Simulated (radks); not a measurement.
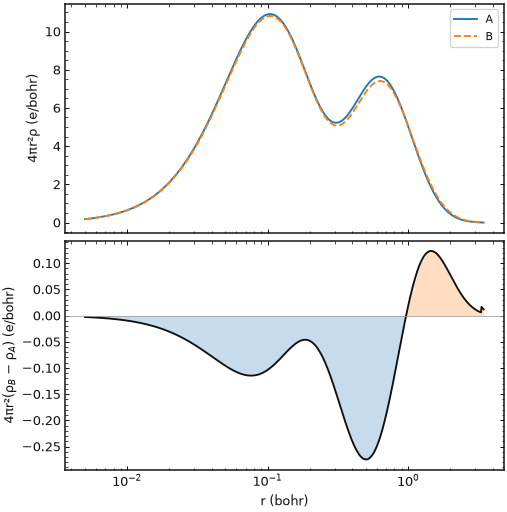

Ne⁺ (Z = 10, 9 electrons) in [He] 2s2 2p5 was computed by two methods: Slater X-alpha with alpha = 0.589; Slater X-alpha with alpha = 0.758. Both runs are scalar-relativistic and spherical. Computed with the in-house radial solver radks.

The plot shows both radial densities and the radial density of run B less that of run A; on the logarithmic r axis, areas aren't charges.

A is Slater X-alpha with alpha = 0.758 and B is Slater X-alpha with alpha = 0.589.

How do the two densities differ?

B holds 0.14 electrons more than A where the difference is positive (most at r = 1.5 bohr) and as many fewer where it is negative (most at r = 0.50 bohr), out of 9 electrons.
